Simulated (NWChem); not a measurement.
**M06-2X/6-311+G(d,p) run of HCl (hydrogen chloride)**

What is the electronic atomisation energy of HCl (hydrogen chloride) at M06-2X/6-311+G**? 

The calculation is run with NWChem 7.3.0.

2 further runs of the same task are left out: 2 set aside as unsound or not needed.

## 1. Starting point

HCl: 2 atoms, total charge 0, spin state singlet. As SMILES, `Cl`. The shape is that of a PBE0-D4/def2-TZVP optimisation.

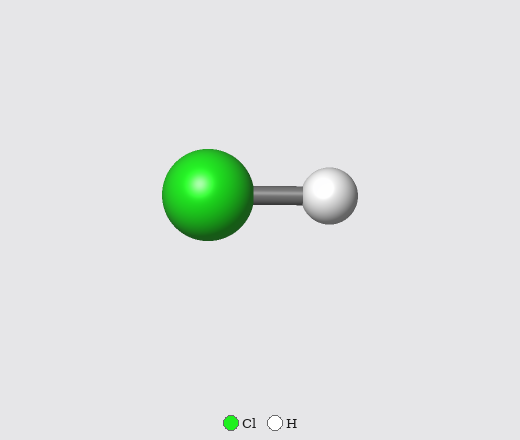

Viewed from a chosen angle; chlorine green, hydrogen white.

## 2. A single-point energy at M06-2X/6-311+G(d,p)

Input file job.nw:

```
start job
title "ClH"
memory 2200 mb
geometry units angstrom noautosym nocenter noautoz
Cl       0.546000      -0.178500       0.280800
H       -0.546000       0.178500      -0.280800
end
basis "ao basis" spherical bse
Cl library 6-311+G**
H library 6-311+G**
end
dft
xc m06-2x
grid fine
convergence energy 1e-08
maxiter 100
mulliken
noprint "final vectors analysis"
end
task dft energy
```

Started as:

```
$ nwchem job.nw > job.out
```

The log of the run:

```text
[...]
          Wavefunction type:  closed shell.
          No. of atoms     :     2
          No. of electrons :    18
[...]
          Charge           :     0
          Spin multiplicity:     1
[...]
          AO basis - number of functions:    36
[...]
              XC Information
              --------------
                       M06-2X Method XC Functional
                     Hartree-Fock (Exact) Exchange  0.540
                        M06-2X Exchange Functional  1.000
                      M06-2X Correlation Potential  1.000
[...]
 d= 0,ls=0.0,diis     1   -460.7772836966 -4.68D+02  1.00D-02  6.49D-01     0.3
[...]
 d= 0,ls=0.0,diis     7   -460.7963516623 -2.74D-09  8.66D-07  2.59D-10     1.6
         Total DFT energy =     -460.796351662327
      One electron energy =     -649.885181628431
           Coulomb energy =      210.626590040599
    Exchange-Corr. energy =      -28.572537533817
 Nuclear repulsion energy =        7.034777459321
[...]
      Total Density - Mulliken Population Analysis
     ---------------------------------------------
    Atom       Charge   Shell Charges
 -----------   ------   -------------------------------------------------------
    1 Cl  17    17.17   0.78  1.19  0.88  1.10  1.01  0.97  7.46 -1.54  1.08  2.91  1.38  0.01 -0.07  0.02
    2 H    1     0.83   0.24  0.49  0.05  0.05
[...]
```

Wall time 2.3 s (1 thread of Intel Xeon Platinum 8488C (Sapphire Rapids), shared host); peak memory 0.11 GiB.

## 3. The Cl atom, same level

Input file geom.nw:

```
start geom
title "Cl energy"
memory total 2200 mb
geometry noautosym nocenter noautoz
Cl     0.000000     0.000000     0.000000
end
basis spherical bse
* library 6-311+G**
end
dft
xc m06-2x
mult 2
grid fine
convergence energy 1e-08
maxiter 100
mulliken
noprint "final vectors analysis"
end
task dft energy
```

Started as:

```
$ nwchem geom.nw > geom.out
```

The log of the run:

```text
[...]
          Wavefunction type:  spin polarized.
          No. of atoms     :     1
          No. of electrons :    17
[...]
          Charge           :     0
          Spin multiplicity:     2
[...]
          AO basis - number of functions:    30
[...]
              XC Information
              --------------
                       M06-2X Method XC Functional
                     Hartree-Fock (Exact) Exchange  0.540
                        M06-2X Exchange Functional  1.000
                      M06-2X Correlation Potential  1.000
[...]
 d= 0,ls=0.0,diis     1   -460.1242147529 -4.60D+02  5.01D-03  1.55D-01     0.3
[...]
 d= 0,ls=0.0,diis     7   -460.1326867274 -2.19D-09  6.91D-07  1.04D-10     2.0
[...]
         Total DFT energy =     -460.132686727444
      One electron energy =     -634.927302403223
           Coulomb energy =      202.966943981024
    Exchange-Corr. energy =      -28.172328305245
 Nuclear repulsion energy =        0.000000000000
[...]
      Total Density - Mulliken Population Analysis
     ---------------------------------------------
    Atom       Charge   Shell Charges
 -----------   ------   -------------------------------------------------------
    1 Cl  17    17.00   0.78  1.19  0.89  1.10  1.06  0.99  7.45 -1.53  1.04  2.78  1.34 -0.00 -0.08  0.00
     --------------------------------------------
      Spin Density - Mulliken Population Analysis
     --------------------------------------------
    Atom       Charge   Shell Charges
 -----------   ------   -------------------------------------------------------
    1 Cl  17     1.00  -0.00  0.00  0.00 -0.00  0.01 -0.01  0.05 -0.03  0.20  0.60  0.21 -0.00 -0.02  0.00
[...]
      <S2> =      0.7521 (Exact =     0.7500)
[...]
```

Run time: 2.6 s. Hardware: 1 thread of Intel Xeon Platinum 8488C (Sapphire Rapids), shared host; peak memory 0.11 GiB.

## 4. The H atom at the same level

Input file h.nw:

```
start h
title "H"
memory stack 880 mb heap 220 mb global 1100 mb

geometry units angstroms noautosym nocenter noautoz
  H        0.000000       0.000000       0.000000
end

basis "ao basis" spherical bse
  H library 6-311+G**
end

dft
  xc m06-2x
  mult 2
  grid fine
  convergence energy 1e-08
  iterations 100
  mulliken
  print low
end

task dft energy
```

Started as:

```
$ nwchem h.nw > h.out
```

The log of the run:

```text
[...]
 d= 0,ls=0.0,diis     1     -0.4975617741 -4.98D-01  9.00D-03  1.84D-03     0.1
[...]
 d= 0,ls=0.0,diis     5     -0.4981343820 -1.41D-12  5.12D-09  5.03D-16     0.2
[...]
         Total DFT energy =       -0.498134381994
      One electron energy =       -0.499240918365
           Coulomb energy =        0.307523624030
    Exchange-Corr. energy =       -0.306417087659
 Nuclear repulsion energy =        0.000000000000
[...]
      Total Density - Mulliken Population Analysis
     ---------------------------------------------
    Atom       Charge   Shell Charges
 -----------   ------   -------------------------------------------------------
    1 H    1     1.00   0.18  0.44  0.38  0.00
     --------------------------------------------
      Spin Density - Mulliken Population Analysis
     --------------------------------------------
    Atom       Charge   Shell Charges
 -----------   ------   -------------------------------------------------------
    1 H    1     1.00   0.18  0.44  0.38  0.00
[...]
      <S2> =      0.7500 (Exact =     0.7500)
[...]
```

Run time: 0.77 s. Hardware: 1 thread of Intel Xeon Platinum 8488C (Sapphire Rapids), shared host; peak memory 0.1 GiB.

## 5. Summary of results

Level: M06-2X/6-311+G**.

| quantity | value |
| --- | --- |
| molecule: total energy | -460.79635 Eh |
| molecule: dipole moment | 1.43 D |
| Cl atom: total energy | -460.13269 Eh |
| Cl atom: ⟨S²⟩ | 0.752 |
| H atom: total energy | -0.49813 Eh |
| H atom: ⟨S²⟩ | 0.750 |
| electronic atomisation energy | 4.504 eV |

In words: Taking the molecule apart into free atoms costs 4.50 eV (104 kcal/mol), before zero-point energy and without spin-orbit coupling.
